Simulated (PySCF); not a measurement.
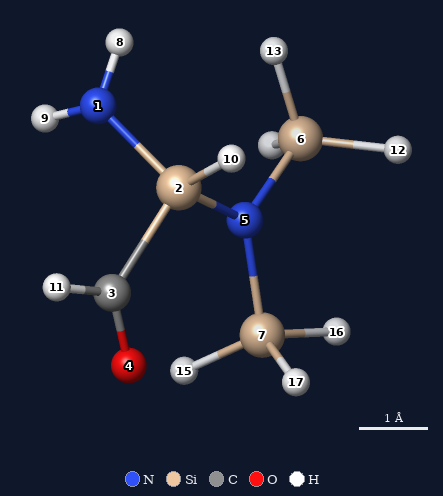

Fig. 1: The structure as given in the input (ball-and-stick view, seen at a tilt; atoms are numbered from 1 in the order of the input). Bond lengths as drawn: C–H 1.11 Å, C–O 1.21 Å, C–Si 1.90 Å, H–N 1.01 Å, H–Si 1.46 to 1.47 Å and N–Si 1.72 to 1.77 Å.

**Excited-state calculation of CH10N2OSi3**

System: CH10N2OSi3.
Method: TDDFT CAM-B3LYP/def2-SVPD, vertical, gas phase, core orbitals frozen in the response (PySCF 2.14.0).

The geometry comes from this level: GFN2-xTB.

### What the program printed
```
coarse grid: 15368 points
cycle   1  E = -1096.5689366663  dE =  6.831e-01  |g| = 8.851e-01  |ddm| = 5.380e+00
cycle   2  E = -1096.3465581178  dE =  2.224e-01  |g| = 1.416e+00  |ddm| = 2.449e+00
cycle   3  E = -1096.7335321218  dE = -3.870e-01  |g| = 1.370e-01  |ddm| = 1.256e+00
cycle   4  E = -1096.7364570184  dE = -2.925e-03  |g| = 7.466e-02  |ddm| = 2.425e-01
cycle   5  E = -1096.7375706507  dE = -1.114e-03  |g| = 1.067e-02  |ddm| = 1.178e-01
cycle   6  E = -1096.7375972792  dE = -2.663e-05  |g| = 5.529e-03  |ddm| = 3.135e-02
cycle   7  E = -1096.7376039268  dE = -6.648e-06  |g| = 1.276e-03  |ddm| = 6.809e-03
final grid: 133904 points
cycle   8  E = -1096.8836833009  dE = -1.484e-05  |g| = 3.949e-03  |ddm| = 5.052e-02
cycle   9  E = -1096.8836812233  dE =  2.078e-06  |g| = 5.247e-03  |ddm| = 1.275e-02
cycle  10  E = -1096.8836866413  dE = -5.418e-06  |g| = 5.887e-04  |ddm| = 6.397e-03
cycle  11  E = -1096.8836867045  dE = -6.321e-08  |g| = 2.013e-04  |ddm| = 7.027e-04
cycle  12  E = -1096.8836867131  dE = -8.652e-09  |g| = 3.769e-05  |ddm| = 4.452e-04
cycle  13  E = -1096.8836867136  dE = -5.082e-10  |g| = 1.100e-05  |ddm| = 8.852e-05
```

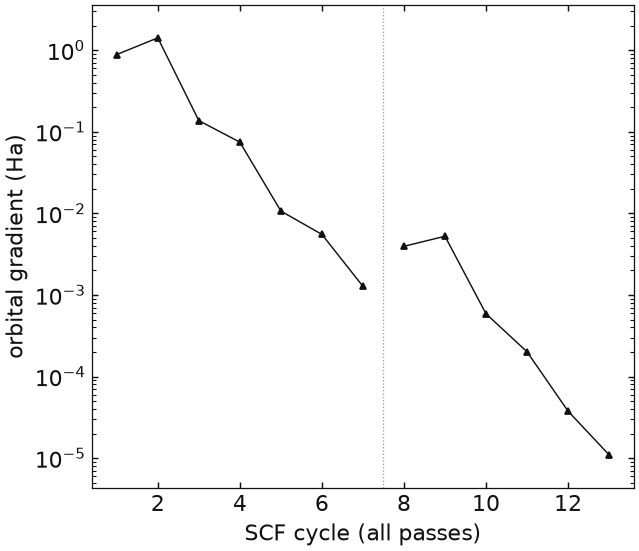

Fig. 2: Convergence of the self-consistent field: orbital gradient against the SCF cycle. The dotted line marks the change from a coarse to the final integration grid. The first 7 cycles use a coarse grid, the final grid takes over at cycle 8, and the field converges after 13 cycles in all.

```
converged SCF energy = -1096.8836867136

Static polarisability (au): isotropic 104.233, principal 86.941 110.207 115.550

Singlet excitations
state   eV       nm        f      main configurations
  1   3.2342    383.4   0.00046   H->L 0.75, H-1->L 0.18
  2   5.2195    237.5   0.01546   H-1->L 0.77, H->L 0.20
  3   5.8259    212.8   0.00353   H-2->L 0.96
  4   6.5049    190.6   0.00139   H->L+1 0.51, H-1->L+1 0.22, H->L+2 0.11
  5   6.8415    181.2   0.00758   H-1->L+1 0.38, H->L+3 0.18, H->L+1 0.17
  6   7.0717    175.3   0.00236   H-3->L 0.82
  7   7.1288    173.9   0.06150   H->L+2 0.38, H-1->L+2 0.12, H->L+1 0.10
  8   7.2336    171.4   0.01017   H->L+3 0.43, H->L+2 0.09

Triplet excitations (Tamm-Dancoff, eV): 2.5559 5.0976 5.6336
```

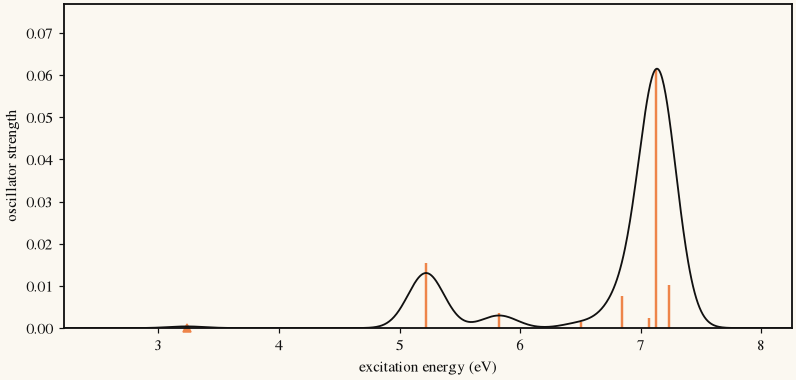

Fig. 3: Computed excitations as sticks (degenerate states added up, dark ones marked on the axis), with a Gaussian envelope of 0.35 eV full width at half maximum, scaled to the tallest. Of the 8 states the lowest lies at 3.23 eV (f = 0.000); the strongest line is at 7.13 eV, or 174 nm (f = 0.061).

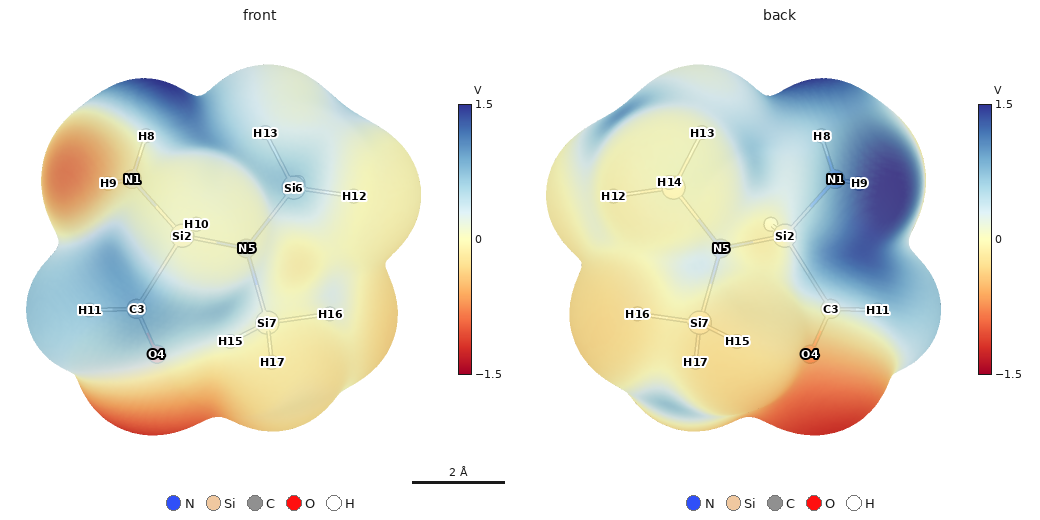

Fig. 4: The electrostatic potential painted on the density surface at 0.001 e/bohr³, seen at a tilt and from behind; the colour scale runs from red (negative) to blue (positive).

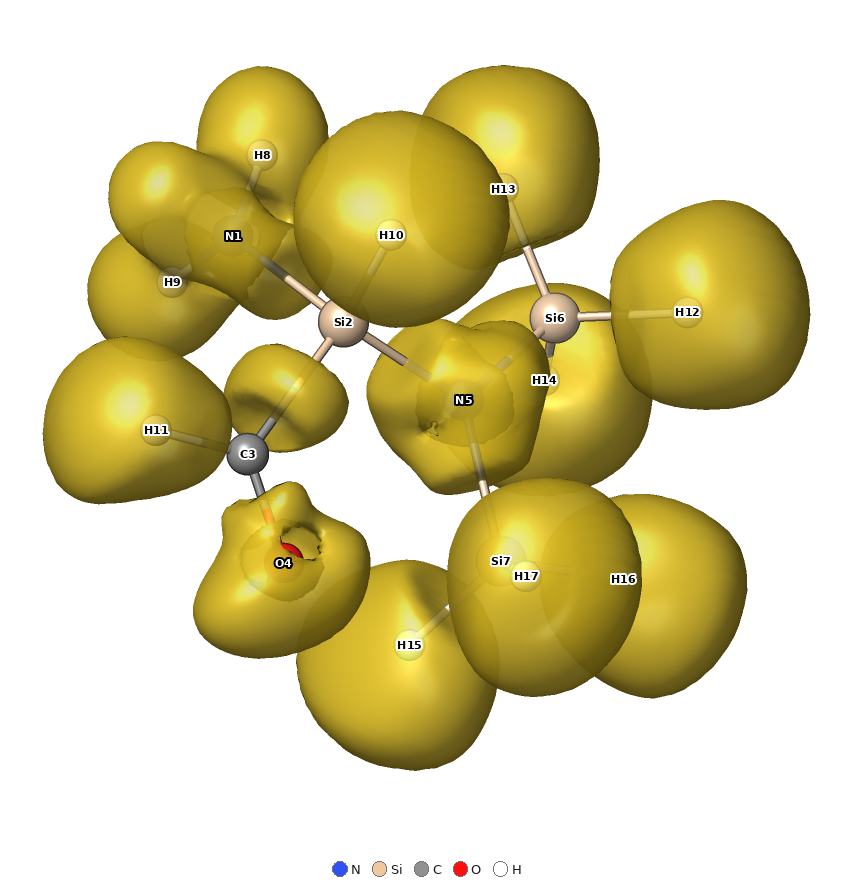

Fig. 5: Isosurface of the electron localisation function at 0.75 (yellow), seen at a tilt. Core shells and regions of very low density are left out. Profiles from the grid: C–O (1.21 Å): the ELF peaks at about 0.85 between the atoms (a double or triple bond). Si–N (1.72 Å): the ELF peaks at about 0.95 between the atoms (a shared but strongly polarised pair).

The run was set up as follows.

### Input
```
{"job": {"kind": "uv", "xc": "CAM-B3LYP", "basis": "def2-SVPD", "nstates": 8, "ntriplets": 3}, "charge": 0, "multiplicity": 1}
N      1.381562    -1.910705     0.669377
Si     1.057170    -0.228238     0.485342
C      2.068635     0.282501    -1.043706
O      1.621556     0.995600    -1.907278
N     -0.549511     0.293434     0.127853
Si    -1.872875    -0.267550     1.112044
Si    -0.883316     1.453512    -1.169520
H      1.010835    -2.369877     1.485218
H      1.287612    -2.522617    -0.126703
H      1.616428     0.410612     1.679869
H      3.112721    -0.075647    -1.136690
H     -2.491567     0.858546     1.810637
H     -1.307708    -1.201922     2.091335
H     -2.842812    -0.965401     0.266133
H     -0.851730     0.779158    -2.462975
H     -2.286743     1.829273    -0.920851
H     -0.077257     2.651351    -0.969994
```

The first line tells a small driver script what to run in PySCF; the rest is the geometry in Å.

Command:
```bash
OMP_NUM_THREADS=1 python <driver script> task.json out
```

### Results in brief

| quantity | value |
| --- | --- |
| outcome | converged |
| total energy | −1096.883687 hartree |
| HOMO | −8.53 eV |
| LUMO | −0.69 eV |
| dipole moment | 2.58 D |
| mean polarisability | 104.23 a.u. |
| lowest singlet excitation | 3.23 eV |
| hardware | 1 CPU thread, shared host |
| wall time | 1.9 min |
| peak memory | 1.1 GiB |
